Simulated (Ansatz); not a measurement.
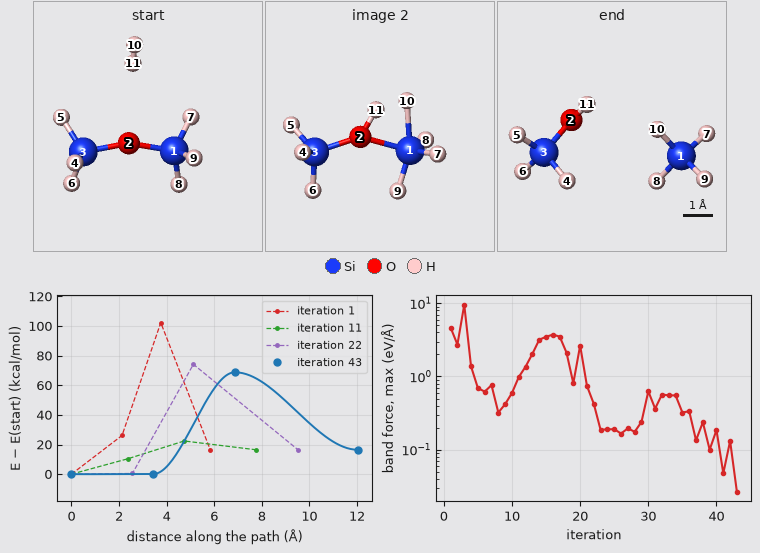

NEB run on Si2H8O, made up of Si2H6O and H2. Images are numbered from 0 (start) to 3 (end). The plot follows the band through its iterations. Style: ball-and-stick. Shown at a tilt.

Level of theory: RHF/def2-SVP (Ansatz 0.2.0). Set-up: 2 movable images; climbing image; force threshold 0.03 eV/Å; iteration limit 60; starting path through a guess of the saddle point.

Judge this run.

The run is converged, with reservations. The band converged in 43 iterations. The largest component of the band force went from 4.7 to 0.026 eV/Å. The climbing image converged on the top of the path. Its curvatures weren't checked. So few images resolve the path coarsely. The first iteration put the highest image at 102.3 kcal/mol. The energy climbs by 68.8 kcal/mol to image 2 and then falls by 52.3 kcal/mol, so the end point sits at +16.5 kcal/mol.

Limits of the set-up: the start holds two separate molecules, 3.0 Å apart at their closest, whose relative position is a soft coordinate and is computed without a dispersion correction; Hartree-Fock leaves out electron correlation.

The run took 100 s on 1 thread of Arm Neoverse V2, on a shared host, peak memory 0.15 GiB.
